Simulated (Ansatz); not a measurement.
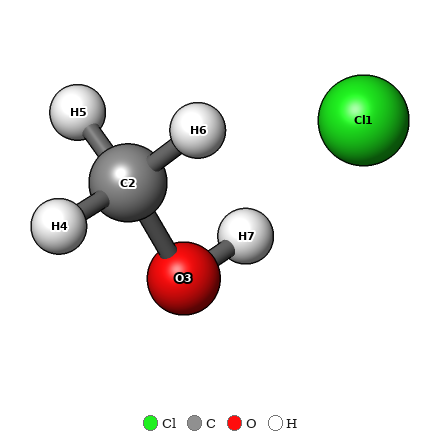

The system is the pair Cl···CH₄O, charge −1; the picture shows the reference structure. The turn is about an axis along (−0.30, 0.95, −0.04) in the frame of the relaxed pair, normal to the line between the partners. First axis: distance H7···Cl1. Second axis: turn of Cl1 about H7. Grid: 11 × 11 points. At 4 points there is no value (left out of the scan, as a rule where atoms come close). Energies are in kJ/mol, from the ion and the molecule far apart, frozen as in the relaxed pair, each in its own basis (no counterpoise correction). These are results of Ansatz 0.2.0, RKS PBE0-D4/def2-TZVPD, not measurements.

Its coordinates:

```yaml
atoms:
  - { symbol: Cl, position_ang: [0.2851, -0.0342, -2.7836] }
  - { symbol: C, position_ang: [-0.2643, -0.0503, 0.7305] }
  - { symbol: O, position_ang: [0.9566, 0.3064, 0.1627] }
  - { symbol: H, position_ang: [-0.1761, 0.0248, 1.8213] }
  - { symbol: H, position_ang: [-0.5593, -1.0812, 0.4824] }
  - { symbol: H, position_ang: [-1.0867, 0.6068, 0.4089] }
  - { symbol: H, position_ang: [0.8447, 0.2277, -0.8223] }
```

Range: distance H7···Cl1 from 1.727 to 3.127 Å; turn of Cl1 about H7 from −90 to 90°.

Question: What landscape does the calculation give?

Answer: The lowest grid point is at distance H7···Cl1 = 2.116 Å, turn of Cl1 about H7 = 0°, −76 kJ/mol from the ion and the molecule far apart, frozen as in the relaxed pair, each in its own basis (no counterpoise correction). No other kind of well shows on this grid. The highest grid point, distance H7···Cl1 = 2.116 Å, turn of Cl1 about H7 = 90°, lies 2381 kJ/mol above the lowest. Round the minimum the valley is somewhat tilted: raising distance H7···Cl1 shifts the best value of turn of Cl1 about H7 upwards (coupling k₁₂/√(k₁₁k₂₂) about −0.3). At the highest point the unbonded atoms Cl1···C2 come to 1.28 Å, against 3.61 Å at the lowest; the sum of their van der Waals radii is about 3.6 Å.

| turn of Cl1 about H7 ↓, distance H7···Cl1 → | 1.727 | 1.783 | 1.874 | 1.987 | 2.116 | 2.258 | 2.412 | 2.577 | 2.752 | 2.935 | 3.127 |
| --- | --- | --- | --- | --- | --- | --- | --- | --- | --- | --- | --- |
| 90 | – | – | – | – | 2305 | 2008 | 1721 | 1463 | 1197 | 889 | 591 |
| 72 | 950 | 900 | 822 | 729 | 625 | 514 | 400 | 292 | 197 | 120 | 62 |
| 54 | 217 | 186 | 144 | 101 | 63 | 31 | 7 | −12 | −24 | −32 | −36 |
| 36 | 13 | −3 | −22 | −38 | −49 | −55 | −58 | −57 | −55 | −51 | −47 |
| 18 | −43 | −52 | −62 | −69 | −72 | −71 | −68 | −63 | −58 | −52 | −46 |
| 0 | −58 | −65 | −72 | −76 | −76 | −73 | −68 | −62 | −56 | −50 | −44 |
| −18 | −56 | −62 | −69 | −72 | −72 | −69 | −64 | −58 | −52 | −46 | −40 |
| −36 | −40 | −47 | −55 | −60 | −62 | −60 | −56 | −51 | −45 | −40 | −35 |
| −54 | −7 | −18 | −30 | −39 | −43 | −44 | −43 | −39 | −35 | −31 | −27 |
| −72 | 52 | 35 | 15 | −2 | −14 | −20 | −23 | −23 | −21 | −18 | −16 |
| −90 | 164 | 135 | 97 | 62 | 36 | 19 | 8 | 1 | −1 | −2 | −2 |

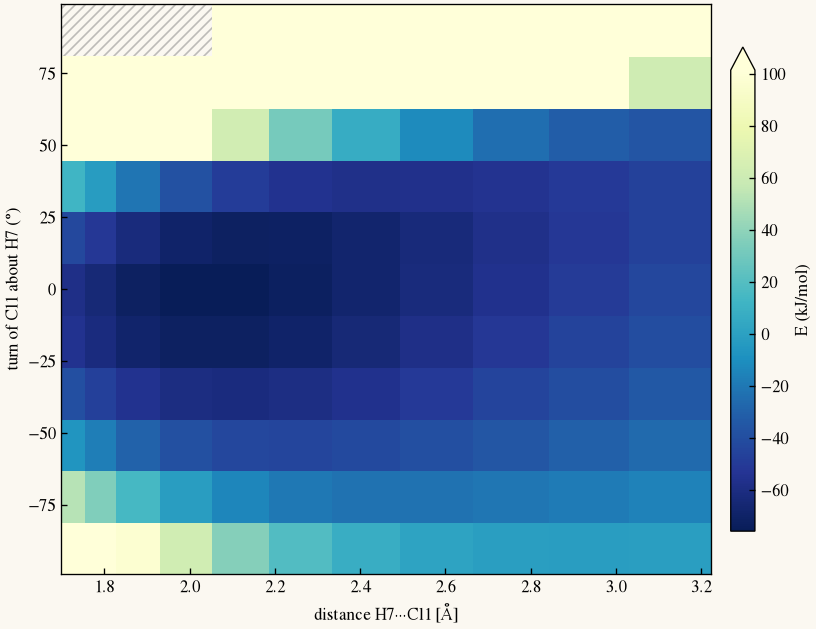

Drawn: one coloured cell a grid point, one colour for all values above the top of the scale, hatched blanks where no value was computed.

Each point was launched as `ansatz run input.yaml --threads 1 --pin off --max-ram 2560MiB --backend cpu --events-out ev --progress --plain --runs-dir out`. Time for the 117 points that were run: 8.3 min on 1 thread of Intel(R) Xeon(R) CPU @ 2.60GHz (Ice Lake), on a shared host.
